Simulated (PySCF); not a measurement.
**Excited-state calculation of C₂Si**

- system: C₂Si (Silicon dicarbide)
- method: TDDFT (B3LYP)/cc-pVTZ, RKS (PySCF 2.14.0)

The geometry comes from this level: GFN2-xTB.

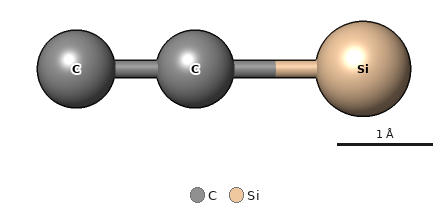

Figure 1. The structure as given in the input (ball-and-stick view, seen on its broad side).

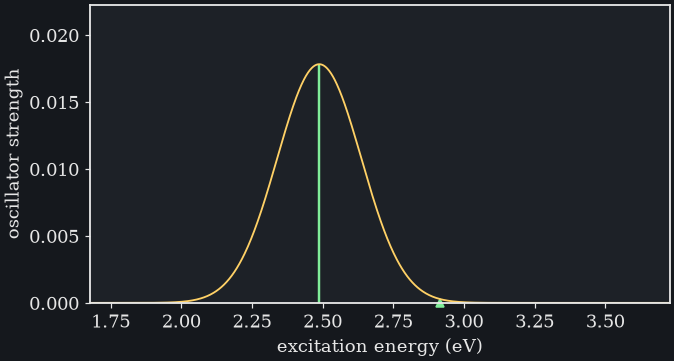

Figure 2. Computed excitations as sticks (degenerate states added up, dark ones marked on the axis), with a Gaussian envelope of 0.35 eV full width at half maximum, scaled to the tallest. Of the 3 states the lowest lies at 2.49 eV (f = 0.009); the strongest line is at 2.49 eV, or 498 nm (f = 0.018, summed over 2 states that lie within 0.004 eV).

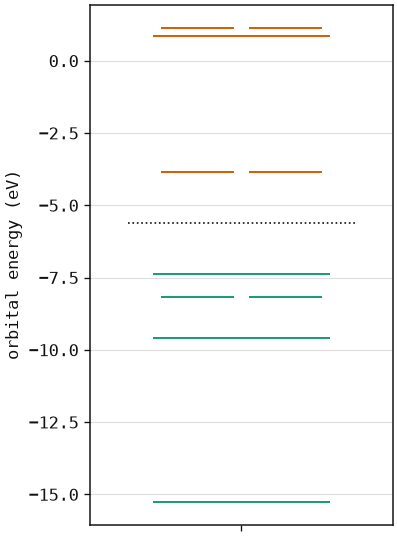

Figure 3. Orbital energies near the frontier; the dotted line parts filled from empty levels, and levels within 0.02 eV of each other stand side by side. Highest filled −7.37 eV, lowest empty −3.85 eV, 3.52 eV apart.

The input that produced these results follows, with the program's output.

## Input (calc.py)
```python
from pyscf import gto, dft, tdscf

system = gto.M(
    atom=[
    ('C', (-1.111830, 0.737510, -0.522770)),
    ('C', (-0.135170, 0.089220, -0.063600)),
    ('Si', (1.247000, -0.826740, 0.586370)),
],
    max_memory=1860,
    charge=0,
    verbose=3,
    basis='cc-pvtz',
)

mf = dft.RKS(system)
mf.xc = 'b3lyp'
mf.conv_tol = 1e-10
mf.grids.level = 4
mf.kernel()
if not mf.converged:
    mf = mf.newton().run(mf.mo_coeff, mf.mo_occ)

etot = mf.e_tot
print(f'total energy: {etot:.8f} hartree')

td = tdscf.TDDFT(mf)
td.nstates = 3
td.kernel()
td.analyze()
roots = td.e * 27.211386
osc = td.oscillator_strength()
print('state   eV      nm      f')
for i, (w, f) in enumerate(zip(roots, osc), 1):
    print('%3d %9.4f %8.1f %9.5f' % (i, w, 1239.842 / w, f))
```

Run as:
```bash
OMP_NUM_THREADS=1 python calc.py
```

## Log
```
converged SCF energy = -365.573926790484
total energy: -365.57392679 hartree
Excitation energies (eV)
[2.48790366 2.48790421 2.91642073]

** Singlet excitation energies and oscillator strengths **
state   eV      nm      f
  1    2.4879    498.3   0.00891
  2    2.4879    498.3   0.00891
  3    2.9164    425.1   0.00000
```

## Summary

```json
{"quantity": "outcome", "value": "converged"}
{"quantity": "total energy", "value": "−365.573927 hartree"}
{"quantity": "basis functions", "value": "94"}
{"quantity": "HOMO", "value": "−7.37 eV"}
{"quantity": "LUMO", "value": "−3.85 eV"}
{"quantity": "dipole moment", "value": "5.10 D"}
{"quantity": "lowest excitation", "value": "2.49 eV"}
{"quantity": "hardware", "value": "1 thread of Arm Neoverse V2, 24 GiB of memory available, shared host"}
{"quantity": "wall time", "value": "1.9 min"}
{"quantity": "peak memory", "value": "0.61 GiB"}
```
